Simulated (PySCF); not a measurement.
Molecule: Be(tBu)(SeH), SMILES C[C](C)(C)[Be][SeH], singlet. Atoms near the plane z = 0.0 Å, at the GFN2-xTB optimised geometry (x, y, z in Å): Be1 (0.6, -0.5, 0.0), C2 (-0.7, 0.7, 0.0), C3 (-1.8, -0.4, 0.0), H6 (-2.8, 0.0, 0.0), H7 (-1.7, -1.1, 0.9), H8 (-1.7, -1.1, -0.9), Se15 (1.4, -2.4, 0.0), H16 (2.8, -2.4, 0.0).

Calculation: CAM-B3LYP/def2-TZVP run with PySCF. Cells within 0.4 Å of a nucleus heavier than hydrogen are left out (blank, or x). The values are rescaled to run from 0 to 1.

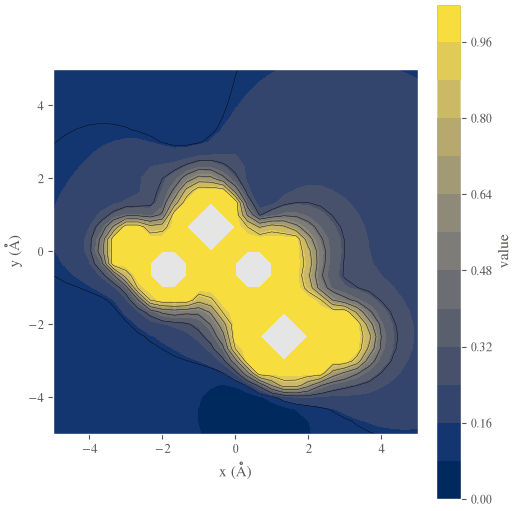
Figure. a field on the plane z = 0.0 Å.

### Question
Which quantity is mapped?
A) an orbital amplitude
B) electrostatic potential
C) log10 of the electron density
D) deformation density (molecule minus spherical neutral atoms)

### Answer
B, electrostatic potential. In full: electrostatic potential (hartree/e), clipped to [-0.08, 0.12].
